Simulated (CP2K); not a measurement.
**A workflow on HO2 (hydroperoxy)**

We compute a single-point energy (doublet HO2, RPA@PBE/pcseg-1), then the energy (singlet [HO2]+, RPA@PBE/pcseg-1), then the energy (doublet HO2, RPA@PBE/pcseg-1), then the energy (singlet [HO2]+, RPA@PBE/pcseg-1), then the energy (doublet HO2, RPA@PBE/pcseg-1), then a single-point energy (singlet [HO2]+, RPA@PBE/pcseg-1) of HO2. The setting varied is the epsfit. 

The calculation is run with CP2K 2026.2.

4 further runs of the same task are left out: 2 that didn't finish, 2 set aside as unsound or not needed.

### Step 1. Starting point

HO2: 3 atoms, total charge 0, spin state doublet. As SMILES, `[O]O`. The shape is that of a GFN2-xTB optimisation.

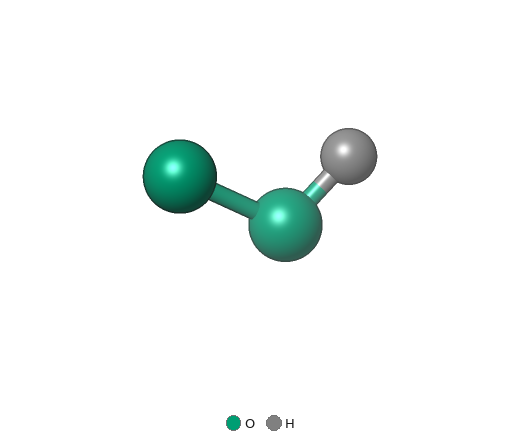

The structure, seen from a chosen angle (oxygen teal, hydrogen grey).

### Step 2. The energy at RPA@PBE/pcseg-1 (density fitting, epsfit 0.0001, minimax 1, quadrature points 10) (run 1)

molecule.xyz

```xyz
3

O     -0.366460     0.947510    -0.094170
O     -0.239810    -0.346560    -0.168450
H      0.606270    -0.600950     0.262620
```

molecule.inp

```
&GLOBAL
  PROJECT_NAME molecule
  RUN_TYPE ENERGY
  PRINT_LEVEL MEDIUM
&END GLOBAL

&FORCE_EVAL
  METHOD Quickstep
  &DFT
    BASIS_SET_FILE_NAME ./pcseg_1.basis
    POTENTIAL_FILE_NAME POTENTIAL
    AUTO_BASIS RI_AUX MEDIUM
    SORT_BASIS EXP
    MULTIPLICITY 2
    SPIN_POLARIZED T
    &QS
      METHOD GAPW
      EPS_DEFAULT 1.0E-10
      EPSFIT 1.0E-04
    &END QS
    &MGRID
      CUTOFF 280
      REL_CUTOFF 50
      NGRIDS 4
    &END MGRID
    &POISSON
      PERIODIC NONE
      POISSON_SOLVER MULTIPOLE
    &END POISSON
    &SCF
      SCF_GUESS ATOMIC
      EPS_SCF 1.0E-06
      MAX_SCF 40
      &OT
        MINIMIZER DIIS
        PRECONDITIONER FULL_SINGLE_INVERSE
      &END OT
      &OUTER_SCF
        EPS_SCF 1.0E-06
        MAX_SCF 10
      &END OUTER_SCF
    &END SCF
    &XC
      &XC_FUNCTIONAL
        &GGA_X_PBE
        &END GGA_X_PBE
        &GGA_C_PBE
        &END GGA_C_PBE
      &END XC_FUNCTIONAL
      &WF_CORRELATION
        &RI_RPA
          QUADRATURE_POINTS 10
          MINIMAX_QUADRATURE T
          &HF
            FRACTION 1
            &SCREENING
              EPS_SCHWARZ 1.0E-09
            &END SCREENING
            &MEMORY
              MAX_MEMORY 1750
            &END MEMORY
          &END HF
        &END RI_RPA
        MEMORY 1500
        &INTEGRALS
          ERI_METHOD OS
        &END INTEGRALS
        &LOW_SCALING
        &END LOW_SCALING
      &END WF_CORRELATION
    &END XC
    &PRINT
      &MOMENTS
        PERIODIC F
        REFERENCE COM
        MAX_MOMENT 1
      &END MOMENTS
      &MO_CUBES
        NLUMO 5
        NHOMO -1
        WRITE_CUBE F
      &END MO_CUBES
      &HIRSHFELD OFF
      &END HIRSHFELD
    &END PRINT
  &END DFT
  &SUBSYS
    &CELL
      ABC 8 8.5 7.4
      PERIODIC NONE
    &END CELL
    &TOPOLOGY
      COORD_FILE_NAME molecule.xyz
      COORD_FILE_FORMAT XYZ
      &CENTER_COORDINATES
      &END CENTER_COORDINATES
    &END TOPOLOGY
    &KIND O
      BASIS_SET pcseg-1
      POTENTIAL ALL
    &END KIND
    &KIND H
      BASIS_SET pcseg-1
      POTENTIAL ALL
    &END KIND
  &END SUBSYS
&END FORCE_EVAL
```

On the command line:

```sh
OMP_NUM_THREADS=2 cp2k.psmp -i molecule.inp -o molecule.out
```

Standard output:

```text
CP2K| version string:                                       CP2K version 2026.2
[...]
 GLOBAL| Method name                                                        CP2K
[...]
 GLOBAL| Run type                                                         ENERGY
[...]
 DFT| Spin unrestricted (spin-polarized) Kohn-Sham calculation               UKS
 DFT| Multiplicity                                                             2
[...]
 DFT| Charge                                                                   0
[...]
 FUNCTIONAL| GGA_X_PBE:
[...]
 FUNCTIONAL| GGA_C_PBE:
[...]
 QS| Method:                                                                GAPW
[...]
 QS| Density cutoff [a.u.]:                                                140.0
[...]
 QS| Relative density cutoff [a.u.]:                                        25.0
[...]
                             - Atoms:                                          3
[...]
                             - Spherical basis functions:                     33
[...]
 Number of electrons:                                                          9
[...]
     1 OT DIIS     0.80E-01    0.4     0.59563175      -136.5885871953 -1.37E+02
[...]
    18 OT DIIS     0.80E-01    0.4     0.00000075      -150.7306329878 -2.44E-11
  *** SCF run converged in    18 steps ***
[...]
  Overlap energy of the core charge distribution:               0.00000002304346
  Self energy of the core charge distribution:               -147.23071441460647
  Core Hamiltonian energy:                                    -12.32761987494894
  Hartree energy:                                              42.16479167758025
  Exchange-correlation energy:                                 -7.45293624783179
[...]
                     Mulliken Population Analysis
 #  Atom  Element  Kind  Atomic population (alpha,beta) Net charge  Spin moment
       1     O        1         4.444599     3.739157    -0.183756     0.705441
       2     O        1         4.181395     3.877090    -0.058485     0.304304
       3     H        2         0.374007     0.383752     0.242241    -0.009746
 # Total charge and spin        9.000000     8.000000     0.000000     1.000000
[...]
  Dipole moment [Debye]
    X=  0.1679899E+01 Y= -0.1485115E+01 Z=  0.7485477E+00  Total=      2.3638851
[...]
 HOMO - LUMO gap [eV] :    1.459049
[...]
 ENERGY| Total FORCE_EVAL ( QS ) energy [hartree]           -150.633634166027775
[...]
```

It took 92 s on 2 threads of Intel Xeon 6975P-C (Granite Rapids), shared host; peak memory 0.61 GiB.

### Step 3. The singlet cation: a single-point energy at RPA@PBE/pcseg-1 (density fitting, epsfit 0.0001, minimax 1, quadrature points 10) (run 2)

molecule.xyz is that of step 2.

mol.inp

```
&GLOBAL
 PROJECT_NAME mol
 RUN_TYPE ENERGY
 PRINT_LEVEL MEDIUM
&END GLOBAL

&FORCE_EVAL
 METHOD Quickstep
 &DFT
  BASIS_SET_FILE_NAME ./pcseg_1.basis
  POTENTIAL_FILE_NAME POTENTIAL
  AUTO_BASIS RI_AUX MEDIUM
  SORT_BASIS EXP
  CHARGE 1
  # Quickstep
  &QS
   METHOD GAPW
   EPS_DEFAULT 1.0E-10
   EPSFIT 1.0E-04
  &END QS
  &MGRID
   CUTOFF 280
   REL_CUTOFF 50
   NGRIDS 4
  &END MGRID
  # isolated system
  &POISSON
   PERIODIC NONE
   POISSON_SOLVER MULTIPOLE
  &END POISSON
  # self-consistent field
  &SCF
   SCF_GUESS ATOMIC
   EPS_SCF 1.0E-06
   MAX_SCF 100
   ADDED_MOS 10
   &DIAGONALIZATION
    ALGORITHM STANDARD
   &END DIAGONALIZATION
   &MIXING
    METHOD DIRECT_P_MIXING
    ALPHA 0.4
   &END MIXING
  &END SCF
  # exchange and correlation
  &XC
   &XC_FUNCTIONAL
    &GGA_X_PBE
    &END GGA_X_PBE
    &GGA_C_PBE
    &END GGA_C_PBE
   &END XC_FUNCTIONAL
   # correlation from orbitals
   &WF_CORRELATION
    &RI_RPA
     QUADRATURE_POINTS 10
     MINIMAX_QUADRATURE T
     &HF
      FRACTION 1
      &SCREENING
       EPS_SCHWARZ 1.0E-09
      &END SCREENING
      &MEMORY
       MAX_MEMORY 1750
      &END MEMORY
     &END HF
    &END RI_RPA
    MEMORY 1500
    &INTEGRALS
     ERI_METHOD OS
    &END INTEGRALS
    &LOW_SCALING
    &END LOW_SCALING
   &END WF_CORRELATION
  &END XC
  &PRINT
   &MOMENTS
    PERIODIC F
    REFERENCE COM
    MAX_MOMENT 1
   &END MOMENTS
   &MO ON
    ENERGIES T
    OCCUPATION_NUMBERS T
    NDIGITS 6
    &EACH
     QS_SCF 0
    &END EACH
    ADD_LAST NUMERIC
   &END MO
   &HIRSHFELD OFF
   &END HIRSHFELD
  &END PRINT
 &END DFT
 # atoms, cell and kinds
 &SUBSYS
  &CELL
   ABC 8 8.5 7.4
   PERIODIC NONE
  &END CELL
  &TOPOLOGY
   COORD_FILE_NAME molecule.xyz
   COORD_FILE_FORMAT XYZ
   &CENTER_COORDINATES
   &END CENTER_COORDINATES
  &END TOPOLOGY
  &KIND O
   BASIS_SET pcseg-1
   POTENTIAL ALL
  &END KIND
  &KIND H
   BASIS_SET pcseg-1
   POTENTIAL ALL
  &END KIND
 &END SUBSYS
&END FORCE_EVAL
```

On the command line:

```sh
OMP_NUM_THREADS=2 cp2k.psmp -i mol.inp -o mol.out
```

Standard output:

```text
CP2K| version string:                                       CP2K version 2026.2
 CP2K| Input file name                                                   mol.inp

[... 276 lines left out ...]
  Decoupling Energy:                                               0.1035509644
[... 25 lines left out ...]
  Decoupling Energy:                                               0.1046282420
[... 25 lines left out ...]
  Decoupling Energy:                                               0.1035694790
[... 25 lines left out ...]
  Decoupling Energy:                                               0.1046549853
[... 25 lines left out ...]
  Decoupling Energy:                                               0.1035529811
[... 25 lines left out ...]
  Decoupling Energy:                                               0.1046282397
[... 25 lines left out ...]
  Decoupling Energy:                                               0.1035694803
[... 35 lines left out ...]
  Exchange-correlation energy:                                 -7.04180904560844
[... 1 line left out ...]
  GAPW| Exc from hard and soft atomic rho1:                    -9.81820910476624
  GAPW| local Eh = 1 center integrals:                        -16.06987462841425

  Total energy:                                              -150.11041348797184

 *******************************************************************************
 *   ___                                                                       *
 *  /   \                                                                      *
 * [ABORT]                                                                     *
 *  \___/     SCF run NOT converged. To continue the calculation regardless,   *
 *    |             please set the keyword IGNORE_CONVERGENCE_FAILURE.         *
 *  O/|                                                                        *
 * /| |                                                                        *
 * / \                                                            qs_scf.F:702 *
 *******************************************************************************

 ===== Routine Calling Stack =====

            3 scf_env_do_scf
            2 qs_energies
            1 CP2K
```

It took 26 s on 2 threads of Intel Xeon 6975P-C (Granite Rapids), shared host; peak memory 0.41 GiB.

The iterations ended before the threshold was met.

Runs 3 to 5 aren't shown in full; the table further down has their settings and results.

### Step 4. The singlet cation: a single-point energy at RPA@PBE/pcseg-1 (density fitting, epsfit 1e-06, minimax 1, quadrature points 10) (run 6)

molecule.xyz is that of step 3.

mol.inp

```
&GLOBAL
  PROJECT_NAME mol
  RUN_TYPE ENERGY
  PRINT_LEVEL MEDIUM
&END GLOBAL

&FORCE_EVAL
  METHOD QUICKSTEP
  &DFT
    BASIS_SET_FILE_NAME ./pcseg_1.basis
    POTENTIAL_FILE_NAME POTENTIAL
    AUTO_BASIS RI_AUX MEDIUM
    SORT_BASIS EXP
    CHARGE 1
    &QS
      METHOD GAPW
      EPS_DEFAULT 1.0E-10
      EPSFIT 1.0E-06
    &END QS
    &MGRID
      CUTOFF 280
      REL_CUTOFF 50
      NGRIDS 4
    &END MGRID
    ! cluster boundary conditions
    &POISSON
      PERIODIC NONE
      POISSON_SOLVER MULTIPOLE
    &END POISSON
    ! self-consistent field
    &SCF
      SCF_GUESS ATOMIC
      EPS_SCF 1.0E-06
      MAX_SCF 100
      ADDED_MOS 10
      &DIAGONALIZATION
        ALGORITHM STANDARD
      &END DIAGONALIZATION
      &MIXING
        METHOD DIRECT_P_MIXING
        ALPHA 0.4
      &END MIXING
    &END SCF
    &XC
      &XC_FUNCTIONAL
        &GGA_X_PBE
        &END GGA_X_PBE
        &GGA_C_PBE
        &END GGA_C_PBE
      &END XC_FUNCTIONAL
      &WF_CORRELATION
        &RI_RPA
          QUADRATURE_POINTS 10
          MINIMAX_QUADRATURE T
          ! exact exchange
          &HF
            FRACTION 1
            &SCREENING
              EPS_SCHWARZ 1.0E-09
            &END SCREENING
            &MEMORY
              MAX_MEMORY 1750
            &END MEMORY
          &END HF
        &END RI_RPA
        MEMORY 1500
        &INTEGRALS
          ERI_METHOD OS
        &END INTEGRALS
        &LOW_SCALING
        &END LOW_SCALING
      &END WF_CORRELATION
    &END XC
    ! extra output
    &PRINT
      &MOMENTS
        PERIODIC F
        REFERENCE COM
        MAX_MOMENT 1
      &END MOMENTS
      &MO ON
        ENERGIES T
        OCCUPATION_NUMBERS T
        NDIGITS 6
        &EACH
          QS_SCF 0
        &END EACH
        ADD_LAST NUMERIC
      &END MO
      &HIRSHFELD OFF
      &END HIRSHFELD
    &END PRINT
  &END DFT
  ! atoms, cell and kinds
  &SUBSYS
    &CELL
      ABC 8 8.5 7.4
      PERIODIC NONE
    &END CELL
    &TOPOLOGY
      COORD_FILE_NAME molecule.xyz
      COORD_FILE_FORMAT XYZ
      &CENTER_COORDINATES
      &END CENTER_COORDINATES
    &END TOPOLOGY
    &KIND O
      BASIS_SET pcseg-1
      POTENTIAL ALL
    &END KIND
    &KIND H
      BASIS_SET pcseg-1
      POTENTIAL ALL
    &END KIND
  &END SUBSYS
&END FORCE_EVAL
```

On the command line:

```sh
OMP_NUM_THREADS=2 cp2k.psmp -i mol.inp > mol.out 2>&1
```

Standard output:

```text
CP2K| version string:                                       CP2K version 2026.2
 CP2K| Input file name                                                   mol.inp

[... 276 lines left out ...]
  Decoupling Energy:                                               0.1035507852
[... 25 lines left out ...]
  Decoupling Energy:                                               0.1046282405
[... 25 lines left out ...]
  Decoupling Energy:                                               0.1035693042
[... 25 lines left out ...]
  Decoupling Energy:                                               0.1046549749
[... 25 lines left out ...]
  Decoupling Energy:                                               0.1035528020
[... 25 lines left out ...]
  Decoupling Energy:                                               0.1046282382
[... 25 lines left out ...]
  Decoupling Energy:                                               0.1035693055
[... 35 lines left out ...]
  Exchange-correlation energy:                                 -7.04181804710372
[... 1 line left out ...]
  GAPW| Exc from hard and soft atomic rho1:                    -9.81817381892149
  GAPW| local Eh = 1 center integrals:                        -16.06995018796500

  Total energy:                                              -150.11035436548855

 *******************************************************************************
 *   ___                                                                       *
 *  /   \                                                                      *
 * [ABORT]                                                                     *
 *  \___/     SCF run NOT converged. To continue the calculation regardless,   *
 *    |             please set the keyword IGNORE_CONVERGENCE_FAILURE.         *
 *  O/|                                                                        *
 * /| |                                                                        *
 * / \                                                            qs_scf.F:702 *
 *******************************************************************************

 ===== Routine Calling Stack =====

            3 scf_env_do_scf
            2 qs_energies
            1 CP2K
```

It took 27 s on 2 threads of Intel Xeon 6975P-C (Granite Rapids), shared host; peak memory 0.42 GiB.

No converged result was reached.

### Step 5. Overview of the runs

```csv
run,level,epsfit,iteration cap,partner,energy (Eh),wall time
1,"RPA@PBE/pcseg-1 (density fitting, epsfit 0.0001, minimax 1, quadrature points 10)",0.0001,40,base,-150.633634,92 s
2,"RPA@PBE/pcseg-1 (density fitting, epsfit 0.0001, minimax 1, quadrature points 10)",0.0001,100,cation,not converged,26 s
3,"RPA@PBE/pcseg-1 (density fitting, epsfit 1e-05, minimax 1, quadrature points 10)",1e-05,40,base,-150.633669,86 s
4,"RPA@PBE/pcseg-1 (density fitting, epsfit 1e-05, minimax 1, quadrature points 10)",1e-05,100,cation,not converged,24 s
5,"RPA@PBE/pcseg-1 (density fitting, epsfit 1e-06, minimax 1, quadrature points 10)",1e-06,40,base,-150.633690,95 s
6,"RPA@PBE/pcseg-1 (density fitting, epsfit 1e-06, minimax 1, quadrature points 10)",1e-06,100,cation,not converged,27 s
```

### Step 6. Results

```
                                                                           quantity          value
                                               run 5, RPA@PBE/pcseg-1: total energy  -150.63369 Eh
    run 5, RPA@PBE/pcseg-1: dipole moment (of the density that the program reports)         2.36 D
run 5, RPA@PBE/pcseg-1: HOMO energy (PBE Kohn–Sham orbitals) (highest over α and β)       -5.87 eV
 run 5, RPA@PBE/pcseg-1: LUMO energy (PBE Kohn–Sham orbitals) (lowest over α and β)       -4.41 eV
                                     run 5, RPA@PBE/pcseg-1: RPA correlation energy     -527.8 mEh
                          run 5, RPA@PBE/pcseg-1: ⟨S²⟩ of the reference determinant          0.751
```

Over the runs the total energy spans 0.002 eV. All runs together took 5.8 min, the longest 95 s. 3 of the 6 runs did not end normally.
